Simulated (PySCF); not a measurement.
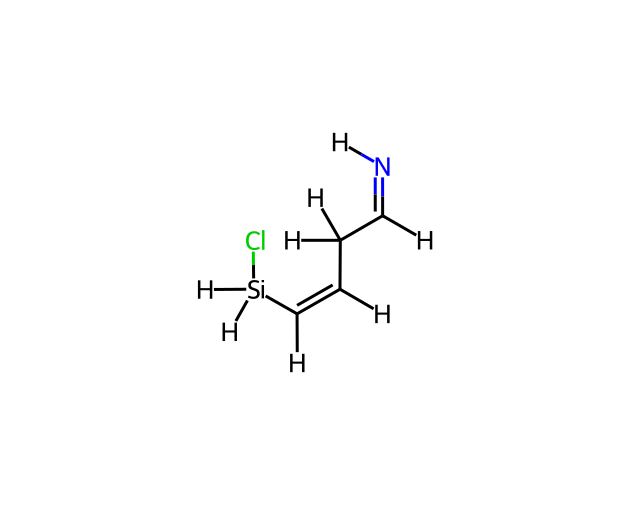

The geometry was computed by an optimisation with GFN2-xTB. No frequency run is at hand to confirm it as a minimum. Level of theory: CAM-B3LYP/def2-SVPD, gas phase (PySCF 2.14.0). Excitations: vertical, linear response.

Predict the main results.

The species is C₄H₈ClNSi (`[H]/N=C\C/C=C\[SiH2]Cl`).
- dipole moment: 3.34 D
- HOMO energy (Kohn–Sham orbital): −8.78 eV
- LUMO energy (Kohn–Sham orbital): −0.19 eV
- HOMO–LUMO gap: 8.59 eV
- mean static polarisability: 94.4 bohr³
- lowest vertical singlet excitation: 5.08 eV
- its oscillator strength: 0.018
- brightest of the 8 lowest singlets: 6.36 eV
- its oscillator strength: 0.27

The geometry is semi-empirical. Around Si such bond lengths and angles can be off by a tenth of an ångström or more and by several degrees, and values that hang on the shape move with them.
